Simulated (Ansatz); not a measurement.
Geometry relaxation of AlH₅SO₂ (part 1 of 2)

AlH₅SO₂, computed with RKS PBE0-D4/def2-TZVP (Ansatz 0.2.0).

The geometry is a transition state displaced along its imaginary mode. The reaction was set up to form Al1–S6 and H2–H5 and to break Al1–H2 and H5–S6 (atoms counted from 1 in the order of the input); sticks are drawn by distance alone. Figures and captions count atoms from 1; the log counts them from 0 in places.

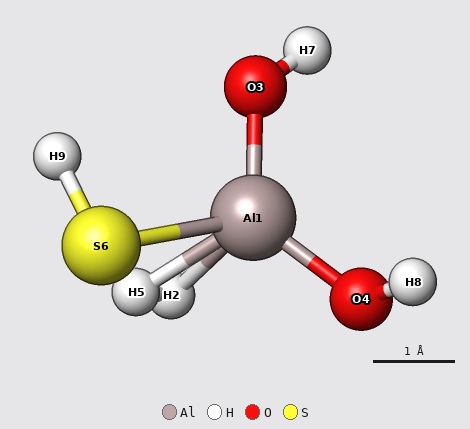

Figure 1. The input geometry (ball-and-stick view, seen at a tilt; atoms are numbered from 1 in the order of the input). Sticks mark near contacts. Bond lengths as drawn: Al–H 1.80 to 1.81 Å, Al–O 1.69 to 1.70 Å, Al–S 2.30 Å, H–H 0.76 Å, H–O 0.96 Å and H–S 1.35 Å.

### Summary

| quantity | value |
| --- | --- |
| outcome | converged |
| total energy | −21602.8393 eV |
| mean-field energy | −21602.6941 eV |
| dispersion energy | −0.1452 eV |
| SCF solution under orbital rotations | stable |
| largest force (length of the vector) at the end | 0.001 eV/Å |
| dipole moment | 1.22 D |
| hardware | 4 threads of Intel Xeon @ 2.50GHz, 180 GiB of memory available, shared host |
| wall time | 1.9 min (CPU time 6.7 min) |
| peak memory | 0.39 GiB |

### Input
```yaml
crystal:
  periodic: [false, false, false]
  atoms:
    - {symbol: Al, position_ang: [-0.176959, 0.014265, 0.253472]}
    - {symbol: H, position_ang: [-0.300898, 1.369777, -0.942389]}
    - {symbol: O, position_ang: [-0.874951, -1.374772, -0.408977]}
    - {symbol: O, position_ang: [-0.570375, 0.751145, 1.731213]}
    - {symbol: H, position_ang: [0.437876, 1.191797, -0.959083]}
    - {symbol: S, position_ang: [2.004506, 0.150051, -0.450929]}
    - {symbol: H, position_ang: [-1.767357, -1.703401, -0.316204]}
    - {symbol: H, position_ang: [-0.447853, 0.278575, 2.562974]}
    - {symbol: H, position_ang: [1.696010, -0.677537, -1.470078]}
basis:
  gaussian: {orbitals: def2-TZVP}
hamiltonian: {xc: pbe0, dispersion: d4}
relax: {f_tol: 0.005, max_steps: 200}
```

Launch command:
```bash
ansatz run in.yaml --threads 4 --pin off --events-out ev --progress --plain --max-ram 9574MiB
```

### Log
```
Functional definition: PBE0
  name "PBE0"
  cite "Adamo & Barone, J. Chem. Phys. 110, 6158 (1999) doi:10.1063/1.478522"
  cite "Perdew, Burke & Ernzerhof, Phys. Rev. Lett. 77, 3865 (1996) doi:10.1103/PhysRevLett.77.3865"
  parent pbe
  parameter a = 0.25
  parameter kappa = 0.804
  parameter beta = 0.06672455060314922
  exchange = (1 - a)*pbe_x(kappa = kappa, mu = beta*pi^2/3) + a*exact_x
  correlation = pbe_c(beta = beta)
1072 factors; their error is unknown
mean field evaluation 1: about -21591.7060 eV, gradient 7.9e1 eV
mean field evaluation 2: about -21571.4141 eV, gradient 1.3e2 eV
mean field evaluation 4: about -21601.7471 eV, gradient 4.5e0 eV
mean field evaluation 8: about -21601.8303 eV, gradient 2.6e-1 eV
mean field evaluation 16: about -21601.8304 eV, gradient 2.4e-5 eV
mean field -21601.83036125 eV, -793.8526235293 hartree, gradient 2.4e-5 eV, S^2 0.000000; 0 other end points of the search recorded, 0 dependent functions left out
the calculation of the forces begins
reference -21601.83039239 eV, -793.8526246737 hartree; 25, 25 occupied and 141, 141 virtual orbitals, 1072 factors
relax step   1: F+E_penalty+E_count = -21601.97814346 eV  Δ(F+E_penalty+E_count) = +0.000e0 eV  max|allowed force component| = 2.221e0 eV/Å  Δτ_max = 0.0000 Å  (26 SCF iters, accepted)
these checks for a lower state are left out or cut short: starts, cluster_reference, orbital_swaps, neighbouring_geometries, increment
1072 factors; their error is unknown
mean field -21602.26306301 eV, -793.8685250259 hartree, gradient 1.0e-5 eV, S^2 0.000000; 0 other end points of the search recorded, 0 dependent functions left out
[... from here on the field's lines of each further geometry are left out, up to the last ...]
relax step   2: F+E_penalty+E_count = -21602.41008066 eV  Δ(F+E_penalty+E_count) = -4.319e-1 eV  max|allowed force component| = 1.017e0 eV/Å  Δτ_max = 0.1907 Å  (36 SCF iters, accepted)
relax step   3: F+E_penalty+E_count = -21602.62253952 eV  Δ(F+E_penalty+E_count) = -2.125e-1 eV  max|allowed force component| = 1.391e0 eV/Å  Δτ_max = 0.1935 Å  (31 SCF iters, accepted)
relax step   4: F+E_penalty+E_count = -21602.72305239 eV  Δ(F+E_penalty+E_count) = -1.005e-1 eV  max|allowed force component| = 5.596e-1 eV/Å  Δτ_max = 0.1913 Å  (30 SCF iters, accepted)
relax step   5: F+E_penalty+E_count = -21602.74876308 eV  Δ(F+E_penalty+E_count) = -2.571e-2 eV  max|allowed force component| = 2.770e-1 eV/Å  Δτ_max = 0.1750 Å  (30 SCF iters, accepted)
relax step   6: F+E_penalty+E_count = -21602.67851913 eV  Δ(F+E_penalty+E_count) = +7.024e-2 eV  max|allowed force component| = 7.649e-1 eV/Å  Δτ_max = 0.1900 Å  (35 SCF iters, rejected (line search))
relax step   7: F+E_penalty+E_count = -21602.76254918 eV  Δ(F+E_penalty+E_count) = -1.379e-2 eV  max|allowed force component| = 8.842e-2 eV/Å  Δτ_max = 0.0950 Å  (30 SCF iters, accepted)
relax step   8: F+E_penalty+E_count = -21602.76573314 eV  Δ(F+E_penalty+E_count) = -3.184e-3 eV  max|allowed force component| = 4.012e-2 eV/Å  Δτ_max = 0.1000 Å  (30 SCF iters, accepted)
relax step   9: F+E_penalty+E_count = -21602.76946966 eV  Δ(F+E_penalty+E_count) = -3.737e-3 eV  max|allowed force component| = 5.742e-2 eV/Å  Δτ_max = 0.1072 Å  (30 SCF iters, accepted)
relax step  10: F+E_penalty+E_count = -21602.62592048 eV  Δ(F+E_penalty+E_count) = +1.435e-1 eV  max|allowed force component| = 1.940e0 eV/Å  Δτ_max = 0.1951 Å  (31 SCF iters, rejected (line search))
relax step  11: F+E_penalty+E_count = -21602.77762975 eV  Δ(F+E_penalty+E_count) = -8.160e-3 eV  max|allowed force component| = 2.446e-1 eV/Å  Δτ_max = 0.0970 Å  (30 SCF iters, accepted)
relax step  12: F+E_penalty+E_count = -21602.77490095 eV  Δ(F+E_penalty+E_count) = +2.729e-3 eV  max|allowed force component| = 7.321e-1 eV/Å  Δτ_max = 0.0950 Å  (30 SCF iters, rejected (line search))
relax step  13: F+E_penalty+E_count = -21602.78385179 eV  Δ(F+E_penalty+E_count) = -6.222e-3 eV  max|allowed force component| = 1.793e-1 eV/Å  Δτ_max = 0.0475 Å  (30 SCF iters, accepted)
relax step  14: F+E_penalty+E_count = -21602.79155670 eV  Δ(F+E_penalty+E_count) = -7.705e-3 eV  max|allowed force component| = 2.412e-1 eV/Å  Δτ_max = 0.0490 Å  (30 SCF iters, accepted)
relax step  15: F+E_penalty+E_count = -21602.80153741 eV  Δ(F+E_penalty+E_count) = -9.981e-3 eV  max|allowed force component| = 4.462e-1 eV/Å  Δτ_max = 0.0732 Å  (30 SCF iters, accepted)
relax step  16: F+E_penalty+E_count = -21602.82199300 eV  Δ(F+E_penalty+E_count) = -2.046e-2 eV  max|allowed force component| = 2.290e-1 eV/Å  Δτ_max = 0.1125 Å  (30 SCF iters, accepted)
relax step  17: F+E_penalty+E_count = -21602.82628327 eV  Δ(F+E_penalty+E_count) = -4.290e-3 eV  max|allowed force component| = 1.380e-1 eV/Å  Δτ_max = 0.0263 Å  (31 SCF iters, accepted)
relax step  18: F+E_penalty+E_count = -21602.72308742 eV  Δ(F+E_penalty+E_count) = +1.032e-1 eV  max|allowed force component| = 1.880e0 eV/Å  Δτ_max = 0.1948 Å  (36 SCF iters, rejected (line search))
relax step  19: F+E_penalty+E_count = -21602.83466983 eV  Δ(F+E_penalty+E_count) = -8.387e-3 eV  max|allowed force component| = 5.378e-2 eV/Å  Δτ_max = 0.0973 Å  (30 SCF iters, accepted)
relax step  20: F+E_penalty+E_count = -21602.81927064 eV  Δ(F+E_penalty+E_count) = +1.540e-2 eV  max|allowed force component| = 8.564e-1 eV/Å  Δτ_max = 0.0973 Å  (30 SCF iters, rejected (line search))
relax step  21: F+E_penalty+E_count = -21602.83774544 eV  Δ(F+E_penalty+E_count) = -3.076e-3 eV  max|allowed force component| = 7.393e-2 eV/Å  Δτ_max = 0.0487 Å  (30 SCF iters, accepted)
relax step  22: F+E_penalty+E_count = -21602.83890932 eV  Δ(F+E_penalty+E_count) = -1.164e-3 eV  max|allowed force component| = 2.068e-2 eV/Å  Δτ_max = 0.0432 Å  (30 SCF iters, accepted)
relax step  23: F+E_penalty+E_count = -21602.83907461 eV  Δ(F+E_penalty+E_count) = -1.653e-4 eV  max|allowed force component| = 6.482e-3 eV/Å  Δτ_max = 0.0238 Å  (31 SCF iters, accepted)
relax step  24: F+E_penalty+E_count = -21602.83909593 eV  Δ(F+E_penalty+E_count) = -2.132e-5 eV  max|allowed force component| = 1.633e-2 eV/Å  Δτ_max = 0.0112 Å  (33 SCF iters, accepted)
relax step  25: F+E_penalty+E_count = -21602.83916346 eV  Δ(F+E_penalty+E_count) = -6.752e-5 eV  max|allowed force component| = 9.750e-3 eV/Å  Δτ_max = 0.0093 Å  (32 SCF iters, accepted)
relax step  26: F+E_penalty+E_count = -21602.83920961 eV  Δ(F+E_penalty+E_count) = -4.615e-5 eV  max|allowed force component| = 7.188e-3 eV/Å  Δτ_max = 0.0308 Å  (32 SCF iters, accepted)
relax step  27: F+E_penalty+E_count = -21602.80395689 eV  Δ(F+E_penalty+E_count) = +3.525e-2 eV  max|allowed force component| = 6.455e-1 eV/Å  Δτ_max = 0.0578 Å  (31 SCF iters, rejected (line search))
relax step  28: F+E_penalty+E_count = -21602.83927799 eV  Δ(F+E_penalty+E_count) = -6.838e-5 eV  max|allowed force component| = 8.458e-3 eV/Å  Δτ_max = 0.0105 Å  (32 SCF iters, accepted)
relax step  29: F+E_penalty+E_count = -21602.83929683 eV  Δ(F+E_penalty+E_count) = -1.884e-5 eV  max|allowed force component| = 1.039e-3 eV/Å  Δτ_max = 0.0081 Å  (24 SCF iters, accepted)
relax step  30: F+E_penalty+E_count = -21602.83929961 eV  Δ(F+E_penalty+E_count) = -2.777e-6 eV  max|allowed force component| = 2.095e-2 eV/Å  Δτ_max = 0.0167 Å  (32 SCF iters, accepted)
relax step  31: F+E_penalty+E_count = -21602.83930719 eV  Δ(F+E_penalty+E_count) = -7.575e-6 eV  max|allowed force component| = 6.714e-3 eV/Å  Δτ_max = 0.0024 Å  (23 SCF iters, accepted)
the calculation of the forces begins
reference -21602.69410916 eV, -793.8843656796 hartree; 25, 25 occupied and 141, 141 virtual orbitals, 1072 factors
relax step  32: F+E_penalty+E_count = -21602.83931148 eV  Δ(F+E_penalty+E_count) = -4.289e-6 eV  max|allowed force component| = 1.013e-3 eV/Å  Δτ_max = 0.0025 Å  (22 SCF iters, accepted)
```

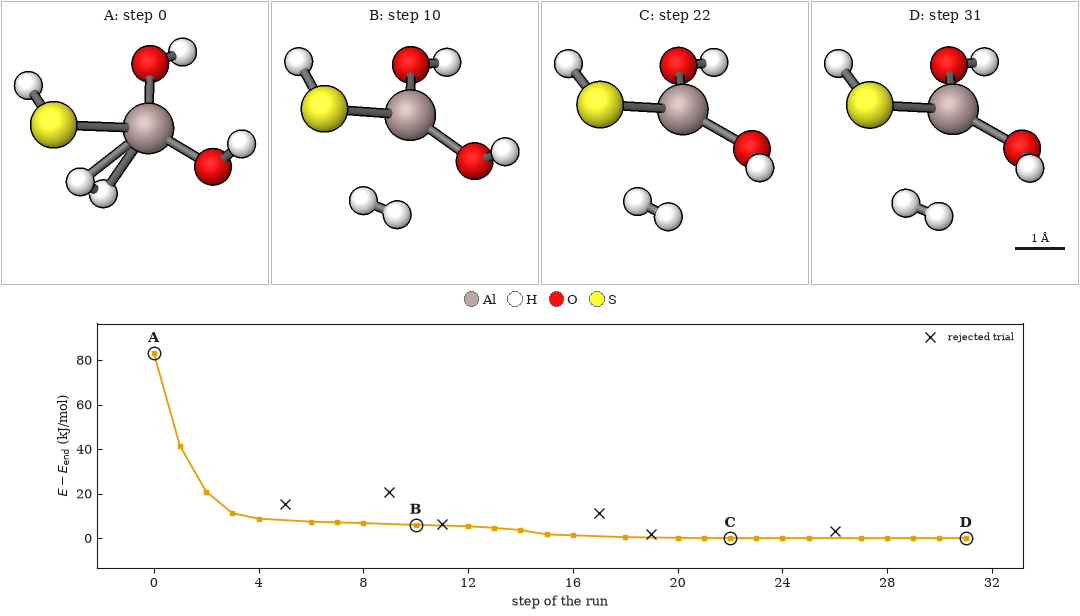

Figure 2. Frames of the relaxation (ball-and-stick view, seen at a tilt) above the curves, on which the letters mark them (the first geometry is step 0 here and step 1 in the log).

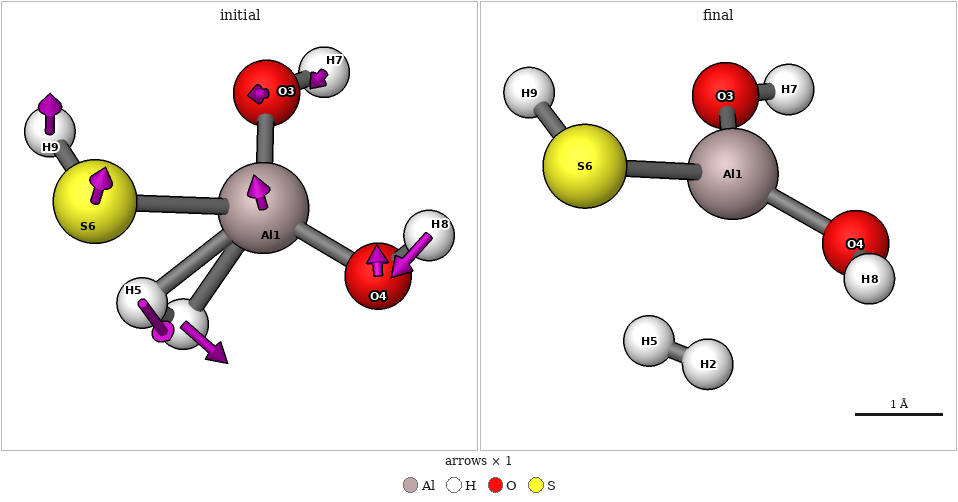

Figure 3. Before (left) and after (right) the relaxation, at one scale (ball-and-stick view, seen at a tilt). The pink arrows give the displacements, at true length. H5 moves most after the best rigid fit: 0.98 Å. By element the largest moves are H 0.98 Å, S 0.55 Å, Al 0.47 Å, O 0.38 Å. Among the contacts that change: Al1–H5 1.799 → 2.516 Å, Al1–H2 1.812 → 2.487 Å, Al1–S6 2.296 → 2.177 Å, O4–H8 0.964 → 0.955 Å. Bonds break: Al1–H5 (1.80 → 2.52 Å). Among the angles that change: O3–Al1–S6 108.7° → 117.4°, O3–Al1–O4 127.0° → 120.6°, Al1–O3–H7 129.1° → 122.9°. After 31 geometry steps the energy has fallen by 83.1 kJ/mol. The largest force component goes from 2.2 to 0.001 eV/Å. The line search rejected the trial steps at points 5, 9, 11, 17, 19, 26 (counted from 0) and went back. (Atoms are counted from 1 in the order of the input.)

```
1072 factors; their error is unknown
mean field -21602.69407818 eV, -793.8843645410 hartree, gradient 1.4e-5 eV, S^2 0.000000; 1 other end points of the search recorded, 0 dependent functions left out
the calculation of the forces begins
reference -21602.69410916 eV, -793.8843656796 hartree; 25, 25 occupied and 141, 141 virtual orbitals, 1072 factors
Total energy: -21602.83934246 eV, -793.8897029049 hartree
Atom 0 at     0.101949    -0.359460     0.304857 Å, force     0.000737     0.000042     0.000058 eV/Å
Atom 1 at    -0.770356     1.790740    -0.589333 Å, force     0.000012    -0.000227    -0.000229 eV/Å
Atom 2 at    -0.835659    -1.339464    -0.701496 Å, force    -0.001013    -0.000149     0.000254 eV/Å
Atom 3 at    -0.572493     0.355238     1.682096 Å, force    -0.000118    -0.000195     0.000011 eV/Å
Atom 4 at    -0.435569     1.565984    -1.223427 Å, force     0.000054     0.000308     0.000149 eV/Å
Atom 5 at     2.232282    -0.230364    -0.125029 Å, force    -0.000264     0.000038     0.000134 eV/Å
Atom 6 at    -1.764019    -1.505011    -0.546256 Å, force     0.000750     0.000116    -0.000147 eV/Å
Atom 7 at    -0.069785     0.798024     2.362615 Å, force    -0.000077     0.000088    -0.000105 eV/Å
Atom 8 at     2.113648    -1.075789    -1.164028 Å, force    -0.000081    -0.000020    -0.000126 eV/Å
Dipole moment:    -0.201504     0.131984     0.079252 e Å
```

### Trajectory as extended XYZ (Å, eV, eV/Å), 32 frames, from step=1 to step=32
```
9
Properties=species:S:1:pos:R:3:forces:R:3 step=1 energy=-21601.97814
Al   -0.1770    0.0143    0.2535    1.0736  -0.7724   0.4543
H    -0.3009    1.3698   -0.9424   -2.2211   0.8993  -0.2655
O    -0.8750   -1.3748   -0.4090   -0.1948   0.1320  -0.1539
O    -0.5704    0.7511    1.7312   -0.0083  -0.1605   0.1094
H     0.4379    1.1918   -0.9591    1.0298   0.1327  -0.2877
S     2.0045    0.1501   -0.4509    0.2656  -0.6489   0.4129
H    -1.7674   -1.7034   -0.3162    0.0646   0.1114   0.0393
H    -0.4479    0.2786    2.5630   -0.0828   0.2815  -0.3742
H     1.6960   -0.6775   -1.4701    0.0733   0.0249   0.0655
9
Properties=species:S:1:pos:R:3:forces:R:3 step=2 energy=-21602.41008
Al   -0.0486   -0.0656    0.2776    0.6612  -0.6054   0.2307
H    -0.4884    1.3917   -0.9150    0.5438   0.0739  -0.1850
O    -0.8709   -1.3683   -0.4328   -0.0852   0.1429  -0.0537
O    -0.5184    0.7568    1.6898    0.0592  -0.2566   0.1517
H     0.3135    1.2432   -0.9656   -1.0174   0.5317  -0.1592
S     2.1097    0.0407   -0.3912   -0.4068  -0.3045   0.1416
H    -1.7877   -1.6255   -0.3370    0.1724   0.1362   0.0564
H    -0.4803    0.3213    2.5479   -0.0568   0.2561  -0.3105
H     1.7711   -0.6945   -1.4737    0.1295   0.0256   0.1278
9
Properties=species:S:1:pos:R:3:forces:R:3 step=3 energy=-21602.62254
Al    0.0655   -0.1471    0.3031   -0.5291  -0.3091   0.0992
H    -0.6346    1.4475   -0.9110    1.1636  -0.0667  -0.1492
O    -0.8534   -1.3609   -0.4599    0.0266   0.1436   0.0462
O    -0.4588    0.7438    1.6589    0.1150  -0.3485   0.1926
H     0.1676    1.3662   -0.9978   -1.3913   0.3149   0.0322
S     2.1357   -0.0615   -0.3316    0.4008  -0.1504  -0.1973
H    -1.7815   -1.5649   -0.3434    0.1913   0.1292   0.0617
H    -0.5002    0.3454    2.5340   -0.0288   0.2364  -0.3013
H     1.8596   -0.7686   -1.4521    0.0519   0.0507   0.2158
9
Properties=species:S:1:pos:R:3:forces:R:3 step=4 energy=-21602.72305
Al    0.1198   -0.1933    0.3070   -0.2177  -0.0878   0.0264
H    -0.7514    1.5209   -0.9201    0.5370  -0.0695  -0.0326
O    -0.8452   -1.3506   -0.4805    0.1581   0.1005   0.0173
O    -0.4062    0.7237    1.6431    0.0857  -0.2964   0.1068
H     0.0137    1.4747   -1.0312   -0.5596   0.1491  -0.0062
S     2.2212   -0.1326   -0.2968   -0.1689  -0.0687  -0.0897
H    -1.7758   -1.5206   -0.3462    0.0876   0.0926   0.0612
H    -0.5044    0.3414    2.5177   -0.0115   0.1725  -0.1834
H     1.9284   -0.8636   -1.3930    0.0894   0.0078   0.1002
9
Properties=species:S:1:pos:R:3:forces:R:3 step=5 energy=-21602.74876
Al    0.1329   -0.1983    0.2973   -0.2770  -0.1203   0.0769
H    -0.8130    1.5785   -0.9140    0.1208  -0.0041  -0.0058
O    -0.8424   -1.3369   -0.5000    0.0887   0.0757  -0.0060
O    -0.3897    0.6950    1.6492    0.0925  -0.2046  -0.0078
H    -0.0784    1.6061   -1.1011   -0.1296  -0.0012   0.0322
S     2.2267   -0.1565   -0.2895    0.0238  -0.0867  -0.1978
H    -1.7650   -1.5146   -0.3245    0.0822   0.0835   0.0348
H    -0.4915    0.3130    2.5218   -0.0041   0.1323  -0.1369
H     2.0205   -0.9863   -1.3392    0.0027   0.1252   0.2103
9
Properties=species:S:1:pos:R:3:forces:R:3 step=6 energy=-21602.67852 accepted=F
Al    0.1674   -0.3712    0.3679    0.5176   0.7649  -0.3286
H    -0.9031    1.6388   -0.8464    0.1467   0.0126  -0.0604
O    -0.8153   -1.3317   -0.6012   -0.1852  -0.3004   0.1067
O    -0.3175    0.6315    1.6326   -0.1498  -0.2224   0.2569
H    -0.2200    1.5848   -1.1631   -0.1501   0.0351   0.0431
S     2.2175   -0.0957   -0.3298   -0.0329   0.0527   0.3991
H    -1.7504   -1.3721   -0.4111   -0.1477  -0.1186  -0.0757
H    -0.4515    0.4075    2.5496   -0.0152   0.0558   0.0045
H     2.0729   -1.0919   -1.1985    0.0165  -0.2797  -0.3456
9
Properties=species:S:1:pos:R:3:forces:R:3 step=7 energy=-21602.76255
Al    0.1412   -0.2272    0.2935    0.0635   0.0170  -0.0121
H    -0.8172    1.6072   -0.8236    0.0709   0.0199  -0.0361
O    -0.8216   -1.3476   -0.5310   -0.0301  -0.0228  -0.0245
O    -0.3831    0.6678    1.6287   -0.0137  -0.0199   0.0462
H    -0.1339    1.5921   -1.1485   -0.0884  -0.0180   0.0602
S     2.2330   -0.1444   -0.3043   -0.0038   0.0059   0.0042
H    -1.7491   -1.4741   -0.3397   -0.0013  -0.0059  -0.0063
H    -0.4956    0.3527    2.5221   -0.0028   0.0398  -0.0254
H     2.0264   -1.0267   -1.2973    0.0057  -0.0162  -0.0062
9
Properties=species:S:1:pos:R:3:forces:R:3 step=8 energy=-21602.76573
Al    0.1449   -0.2308    0.2768   -0.0020  -0.0232  -0.0180
H    -0.8105    1.6605   -0.7392    0.0120   0.0020   0.0034
O    -0.8134   -1.3562   -0.5519    0.0051   0.0184   0.0175
O    -0.3903    0.6693    1.6034   -0.0180   0.0094  -0.0053
H    -0.1822    1.5686   -1.1465   -0.0158   0.0000  -0.0021
S     2.2375   -0.1453   -0.3177   -0.0089  -0.0401  -0.0344
H    -1.7396   -1.4887   -0.3566    0.0132   0.0011  -0.0082
H    -0.4956    0.3937    2.5091    0.0093  -0.0020   0.0096
H     2.0492   -1.0712   -1.2774    0.0051   0.0345   0.0374
```
